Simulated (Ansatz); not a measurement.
```xyz
9

Si   -1.0569   -0.2614   -0.0361
F    -0.3776   -0.2269   -1.5057
H    -1.9563   -1.4341   -0.0457
H    -1.7466    1.0385    0.0948
N     0.0589   -0.4359    1.2230
H     1.4373    0.7628   -1.5694
Br    2.5285    1.5688   -1.1248
H     0.4492   -1.3322    1.4631
H     0.6637    0.3203    1.5008
```

The reactant side of a reaction path; geometry: PBE0-D4/def2-TZVP.

Method: Ansatz, RKS PBE0-D4/def2-TZVPP.

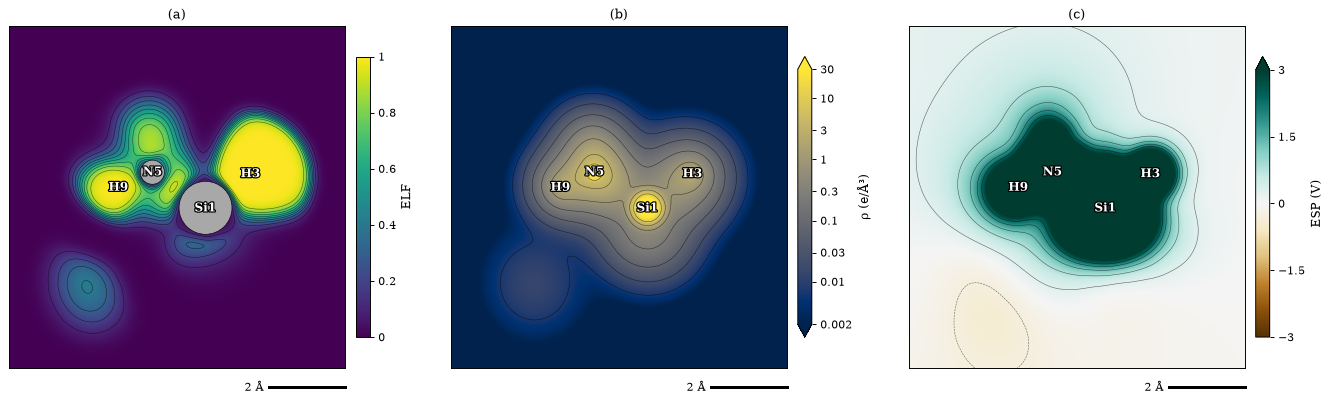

FH4NSi···HBr. (a) ELF; (b) electron density; (c) electrostatic potential on the plane of atoms H3, Si1 and N5. Grey discs cover the atomic cores in the ELF map.

**What do the fields say about this system?**

The plane passes through Si, H and N nuclei.
Si–N (1.69 Å): ρ at the midpoint is about 1.2 e/Å³; the ELF peaks at about 0.90 between the atoms; a polar covalent bond.
N–H (1.01 Å): the density is about 2.9 e/Å³ at the midpoint; the ELF climbs to about 1 towards the hydrogen, as it does in any bond to H: a covalent bond by its length.
Si–H (1.48 Å): ρ is about 0.85 e/Å³ halfway; the ELF climbs to about 1 towards the hydrogen.
Outside the dense part of the complex the potential is most negative (−0.4 V) near Br7, which lies off the plane.
